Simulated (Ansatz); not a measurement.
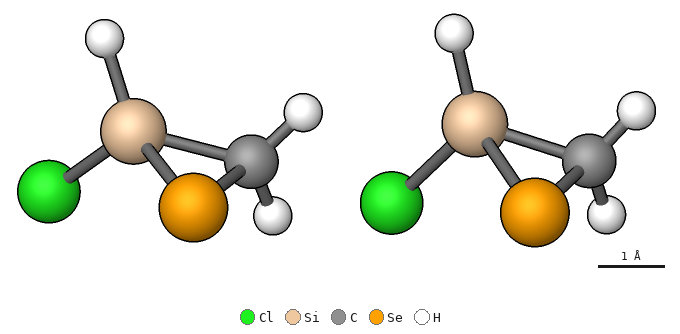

Two geometries of CH$_{3}$ClSeSi (coarse preliminary run), drawn at one scale. One is the start of a relaxation, the other its converged end. The picture is a ball-and-stick view, seen at a tilt.

The calculation used Ansatz 0.2.0, RKS PBE-D4/def2-SVP. (force threshold 0.03 eV/Å; at most 200 steps)

Question: Which of the two is the end point?

Answer: The left one is the relaxed one. The start comes from a force field. Over 4 geometry steps the energy falls by 37.2 kJ/mol. The largest force component goes from 2.3 to 0.024 eV/Å. The atom that moves furthest after the best rigid fit is the Cl atom (0.18 Å). By element the largest moves are Cl 0.18 Å, H 0.17 Å, Si 0.15 Å, Se 0.08 Å, C 0.05 Å. Some distances before and after: Se–Si 2.386 → 2.236 Å, Cl–Si 2.128 → 2.073 Å, C–Se 2.011 → 2.060 Å, C–H 1.068 → 1.104 Å. Bond angles that change, for instance: Cl–Si–H 123.0° → 108.9°, Cl–Si–Se 109.3° → 120.7°, Si–C–Se 76.7° → 69.5°.
